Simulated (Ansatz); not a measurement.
**CH4Si (SMILES [CH][SiH3]): U-revPBE/STO-3G**

What is the vertical ionisation energy of CH4Si at U-revPBE/STO-3G? 

The calculation is run with Ansatz 0.2.0.

40 further runs of the same task are left out: 40 set aside as unsound or not needed.

## Step 1: The molecule

CH4Si: 6 atoms, total charge 0, spin state triplet. SMILES: `[CH][SiH3]`. The shape is that of a GFN2-xTB optimisation.

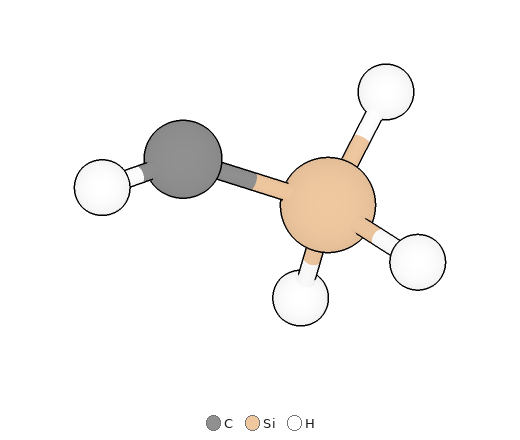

Viewed from a chosen angle; carbon grey, silicon light orange, hydrogen white.

## Step 2: A single-point energy at U-revPBE/STO-3G

job.yaml

```yaml
crystal:
  periodic: [false, false, false]
  atoms:
    - symbol: C
      position_ang: [0.667310, -0.852170, 0.734600]
    - symbol: Si
      position_ang: [-0.258900, 0.404300, -0.178590]
    - symbol: H
      position_ang: [1.137890, -1.813490, 0.730980]
    - symbol: H
      position_ang: [-1.544120, -0.143200, -0.644620]
    - symbol: H
      position_ang: [0.511450, 0.860970, -1.347520]
    - symbol: H
      position_ang: [-0.513620, 1.543590, 0.705170]
basis:
  gaussian:
    orbitals: STO-3G
accuracy: high
magnetization:
  spin_polarized: true
  initial_magnetization: 2
hamiltonian:
  xc: {name: revPBE}
```

The run is started by

```console
ansatz run job.yaml --threads 1 --pin off --max-ram 2610MiB --events-out events.jsonl --progress --plain --runs-dir runs
```

The log of the run:

```text
Warning: RAYON_NUM_THREADS=1 ignored (pool sized by the plan → 1); use --threads N
Functional definition: revPBE
  name "revPBE"
  parameter kappa = 1.245
  parameter beta = 0.06672455060314922
  exchange = pbe_x(kappa = kappa, mu = beta*pi^2/3)
  correlation = pbe_c(beta = beta)
311 factors; integrals over basis functions are off by at most 7.9e-9 eV
mean field evaluation 1: about -8868.0630 eV, gradient 1.3e1 eV
mean field evaluation 2: about -8868.4968 eV, gradient 1.1e1 eV
mean field evaluation 4: about -8869.2955 eV, gradient 1.9e-1 eV
mean field evaluation 8: about -8869.2297 eV, gradient 1.2e-3 eV
mean field evaluation 16: about -8869.2297 eV, gradient 4.1e-8 eV
mean field -8869.22966477 eV, -325.9381784006 hartree, gradient 4.2e-8 eV, S^2 2.008716; 0 other end points of the search recorded, 0 dependent functions left out
reference -8869.22966714 eV, -325.9381784878 hartree; 13, 11 occupied and 5, 7 virtual orbitals, 311 factors
Total energy: -8869.22966714 eV, -325.9381784878 hartree
```

It took 1.7 s on 1 thread of Arm Neoverse V1, shared host; peak memory 0.13 GiB.

## Step 3: The doublet cation, same level

run.yaml

```yaml
basis:
  gaussian:
    orbitals: STO-3G
crystal:
  periodic: [false, false, false]
  atoms:
    - symbol: C
      position_ang: [0.667310, -0.852170, 0.734600]
    - symbol: Si
      position_ang: [-0.258900, 0.404300, -0.178590]
    - symbol: H
      position_ang: [1.137890, -1.813490, 0.730980]
    - symbol: H
      position_ang: [-1.544120, -0.143200, -0.644620]
    - symbol: H
      position_ang: [0.511450, 0.860970, -1.347520]
    - symbol: H
      position_ang: [-0.513620, 1.543590, 0.705170]
total_charge: 1
magnetization:
  spin_polarized: true
  initial_magnetization: 1
hamiltonian:
  xc: {name: revPBE}
accuracy: high
```

The run is started by

```console
ansatz run run.yaml --threads 1 --pin off --max-ram 2610MiB --events-out events.jsonl --progress --plain --runs-dir runs
```

The log of the run:

```text
Warning: RAYON_NUM_THREADS=1 ignored (pool sized by the plan → 1); use --threads N
Functional definition: revPBE
  name "revPBE"
  parameter kappa = 1.245
  parameter beta = 0.06672455060314922
  exchange = pbe_x(kappa = kappa, mu = beta*pi^2/3)
  correlation = pbe_c(beta = beta)
311 factors; integrals over basis functions are off by at most 7.9e-9 eV
mean field evaluation 1: about -8861.4774 eV, gradient 7.1e0 eV
mean field evaluation 2: about -8861.6330 eV, gradient 5.4e0 eV
mean field evaluation 4: about -8861.8487 eV, gradient 6.6e-1 eV
mean field evaluation 8: about -8861.7857 eV, gradient 1.5e-2 eV
mean field evaluation 16: about -8861.7857 eV, gradient 1.6e-6 eV
mean field -8861.78568222 eV, -325.6646170874 hartree, gradient 4.6e-8 eV, S^2 0.764252; 3 other end points of the search recorded, 0 dependent functions left out
reference -8861.78568470 eV, -325.6646171788 hartree; 12, 11 occupied and 6, 7 virtual orbitals, 311 factors
Total energy: -8861.78568470 eV, -325.6646171788 hartree
```

It took 2.3 s on 1 thread of Arm Neoverse V1, shared host; peak memory 0.13 GiB.

## Step 4: Outcome

Level: U-revPBE/STO-3G.

| quantity | value |
| --- | --- |
| triplet CH4Si: total energy | -325.93818 Eh |
| triplet CH4Si: ⟨S²⟩ | 2.009 |
| doublet cation: total energy | -325.66462 Eh |
| doublet cation: ⟨S²⟩ | 0.764 |
| vertical ionisation energy (to the doublet cation) | 7.444 eV |

The vertical ionisation energy comes to 7.44 eV (172 kcal/mol). In a minimal basis such a difference can be off by several eV, whatever the method.
